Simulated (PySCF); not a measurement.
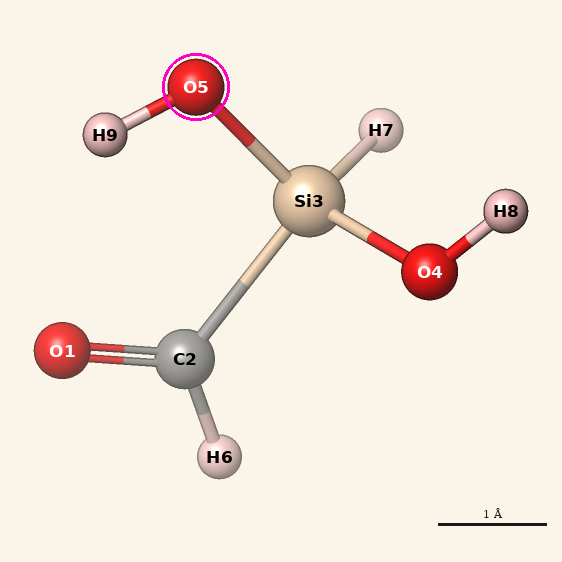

Orthographic view. Depth is shown by fading: the farther an atom, the more it takes the colour of the background. Computed geometry: PBE0-D3(BJ)/def2-SVP optimisation. No frequency run is at hand to confirm it as a minimum.

Q: Which atoms are bonded to the circled atom?

A: The circled atom is O5; it is bonded to Si3, H9.

Q: Of Si3 and O4, which is nearer the viewer?

A: O4; the bond to Si3 points away from the viewer, so it looks shorter than its 1.66 Å.

Q: What is the shortest path along bonds from the circled atom to O1?

A: O5–Si3–C2–O1, 3 bonds; through space the two are 2.85 Å apart.

Q: Which two atoms are farthest apart in space?

A: O1 and H8, 4.54 Å.
